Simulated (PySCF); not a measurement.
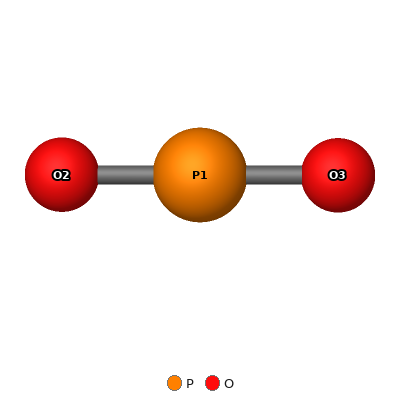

Structure of PO₂⁺, singlet.

Unscaled harmonic wavenumbers and double-harmonic intensities, BP86/def2-TZVP, PySCF 2.14.0, isolated molecule. The structure is the lowest of the points that a search from linear and bent starts found. Degenerate modes count as one line, with their intensities summed. Lorentzian lines of 16 cm⁻¹ full width. Close modes add up in the curve.

Question: Predict the infrared spectrum.

Answer: The most intense lines (point group D∞h) lie at 270.8 cm⁻¹ (72.2 km/mol, πu) and 1525.7 cm⁻¹ (19.5 km/mol, σu+). It has no imaginary mode, so it is a minimum.

```tsv
cm⁻¹	km/mol	symmetry
270.8	72.2	πu (×2)
1061.1	0.0	σg+
1525.7	19.5	σu+
```

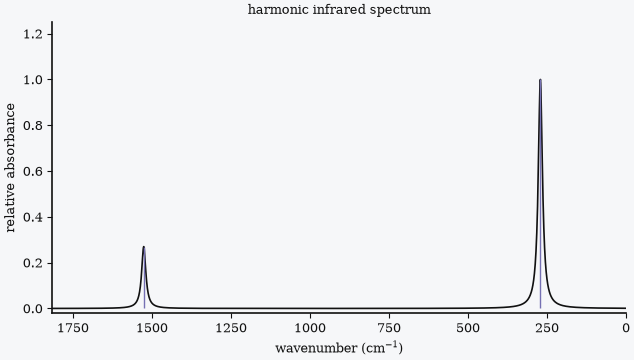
